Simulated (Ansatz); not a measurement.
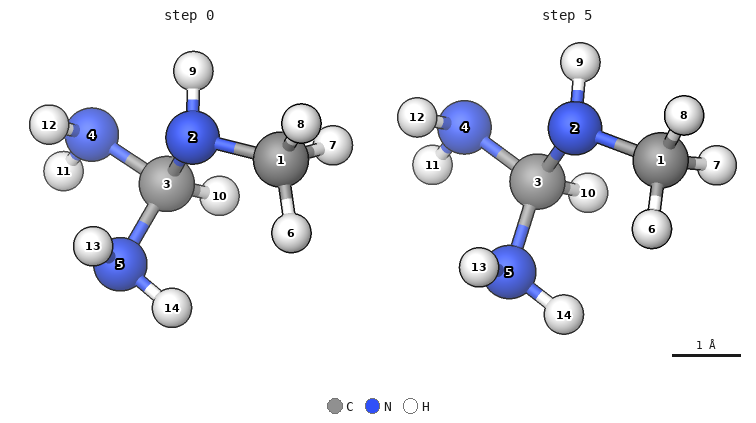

The structure of C₂H₉N₃ (coarse preliminary run) before (left) and after (right) a relaxation, at one scale.

A ball-and-stick model, seen at a tilt.

The start comes from a force field.

Method: RKS PBE-D4/def2-SVP in Ansatz 0.2.0. (force threshold 0.03 eV/Å; at most 200 steps)

**Describe what moved and what it gained.**

The energy falls by 118.1 kJ/mol in 5 geometry steps. Largest force component: 5.3 eV/Å at the start, 0.028 eV/Å at the end. The largest move after the best rigid fit is that of H6, 0.37 Å. By element the largest moves are H 0.37 Å, N 0.20 Å, C 0.13 Å. Some distances before and after: C3–H10 1.058 → 1.125 Å, N5–H13 0.971 → 1.031 Å, N4–H11 0.976 → 1.028 Å, C3–N4 1.402 → 1.452 Å. Among the angles between lasting bonds that change: N4–C3–N5 98.8° → 113.6°, N4–C3–H10 116.9° → 107.1°, N5–C3–H10 114.8° → 105.3°.
